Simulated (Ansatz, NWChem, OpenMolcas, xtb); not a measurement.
Loss of CH4: GaH(CH3)Cl → GaCl + CH4

Gas-phase species: GaH(CH3)Cl, singlet; GaCl, singlet; CH4 (methane) `C`, singlet. This is a balance of energies; it says nothing on the path, which may need atoms to shift.

Shapes, held fixed at every level: PBE0-D4/def2-TZVP. Programs: Ansatz 0.2.0, NWChem 7.3.0, OpenMolcas 26.06, xtb 6.7.1. A level may come from different programs for different species; with the same settings they agree closely. Electronic energies: no zero-point or thermal term.

```json
{"level": "GFN0-xTB", "kind": "semi-empirical", "ΔE (kJ/mol)": "+48.8"}
{"level": "HF/STO-3G", "kind": "Hartree–Fock", "ΔE (kJ/mol)": "+146.5"}
{"level": "HF/3-21G", "kind": "Hartree–Fock", "ΔE (kJ/mol)": "+9.3"}
{"level": "HF/def2-SVP", "kind": "Hartree–Fock", "ΔE (kJ/mol)": "-32.8"}
{"level": "B3LYP/6-31G* (Cartesian functions)", "kind": "global hybrid", "ΔE (kJ/mol)": "-63.7"}
{"level": "PBE0/def2-SVP", "kind": "global hybrid", "ΔE (kJ/mol)": "-17.7"}
```

PBE0/def2-SVP gives ΔE = -17.7 kJ/mol; the levels span -63.7 to +146.5. They disagree on the sign: 3 of 6 are positive. GFN0-xTB strays far from the other rows. The median of the levels is -4.2. No measured value is set beside it here. Relativity is left out for Ga. PBE0/def2-SVP lies outside the range of the other correlated levels here, so it shouldn't be taken on trust. Rows in sets without polarisation functions are far from converged.

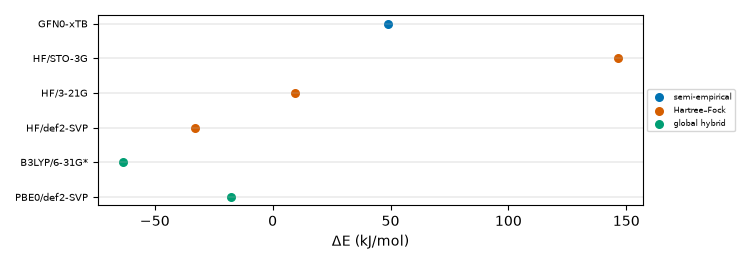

The values of the table, level by level.
